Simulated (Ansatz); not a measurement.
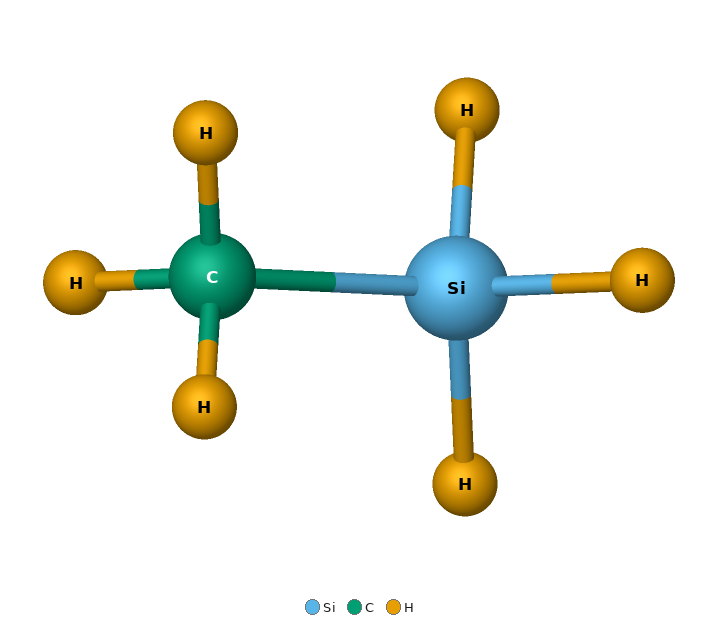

Harmonic vibrations computed with RKS PBE0-D4/def2-TZVP (Ansatz 0.2.0) at a stationary point of the same level.

Q: Minimum or transition state?

A: A minimum: no imaginary frequency, and the lowest mode lies at 199 cm⁻¹.

Q: How many vibrational modes are there, and where do they lie?

A: 18 modes: 199, 515, 515, 707, 880, 880, 936, 952, 952, 1278, 1452, 1453, 2220, 2221, 2221, 3055, 3141, 3141 cm⁻¹.
